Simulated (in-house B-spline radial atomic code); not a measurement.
Mn⁺ (Z = 25, 24 electrons) in the configuration [Ar] 3d5 4s1 (high spin). It is put inside a hard spherical wall of varying radius. Level of theory: non-relativistic r2SCAN, spin-polarised, spherical fractional occupations, point nucleus, hard spherical wall, basis-set limit. Computed with an in-house B-spline radial code. Wanted, and plotted below: the outer orbital energies (spin up), on a scale that is linear within ±10 eV and logarithmic beyond.

The levels rise as the wall closes in: 4s↑ goes from −12.7 eV at 9.85 bohr to 265.4 eV at 1.46 bohr and passes zero between 3.89 and 3.19 bohr. No two of the levels drawn cross. The fastest to rise is 4s↑ (by 278.1 eV), the slowest 3p↑ (by 78.5 eV): the wall presses hardest on the most extended orbitals.

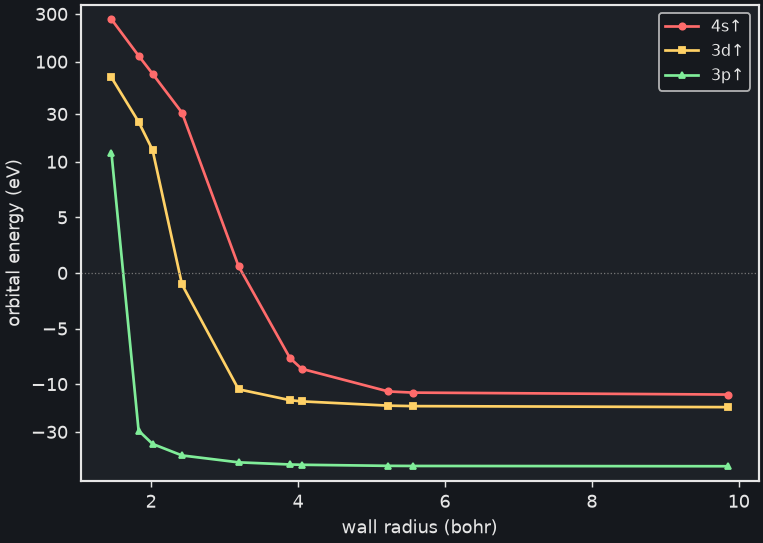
